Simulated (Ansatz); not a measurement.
**Strength of the C–Ge bond: GeH3(CF3) → GeH3 + CF3**

Species: GeH3(CF3) (trifluoromethylgermane), singlet; GeH3 `[GeH3]`, doublet; CF3 (trifluoromethyl radical) `F[C](F)F`, doublet. 

Shapes, held fixed at every level: PBE0-D4/def2-TZVP. Programs: Ansatz 0.2.0. The zero-point and thermal change to 298 K, harmonic and unscaled (PBE0-D4/def2-TZVP), is -9.4 kJ/mol.

```
             level                    kind  ΔH(298 K) (kJ/mol)  less CCSD(T)/def2-TZVPP
      MP2/def2-SVP     perturbation theory              +306.1                    -13.3
    MP2/def2-TZVPP     perturbation theory              +326.4                     +7.0
     HF/def2-TZVPP            Hartree–Fock              +209.4                   -110.0
  SPW92/def2-TZVPP                     LDA              +359.0                    +39.6
wB97X-V/def2-TZVPP  range-separated hybrid              +326.6                     +7.2
  CCSD(T)/def2-SVP   coupled cluster or CI              +300.9                    -18.5
   CCSD/def2-TZVPP   coupled cluster or CI              +311.0                     -8.4
CCSD(T)/def2-TZVPP   coupled cluster or CI              +319.4                      0.0
```

The highest level, CCSD(T)/def2-TZVPP, gives ΔH(298 K) = +319.4 kJ/mol; the levels span +209.4 to +359.0. The column of differences is taken from that level and isn't an error. Hartree–Fock misses the correlation of the pair that is broken and comes out low. No measured value is set beside it here. Open shells run unrestricted. Relativity is left out for Ge. Outer-core shells of Ge are correlated in most correlated rows, in sets that cover them unevenly.

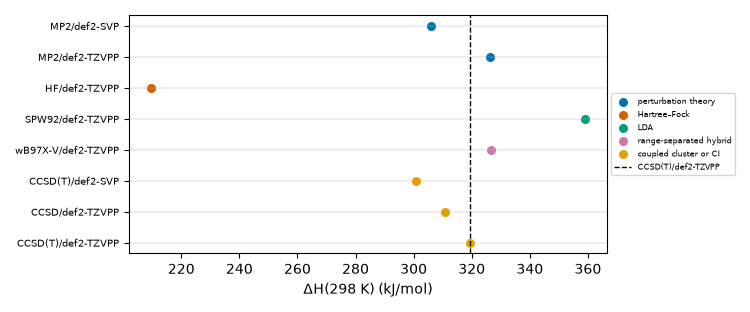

The values of the table, level by level.
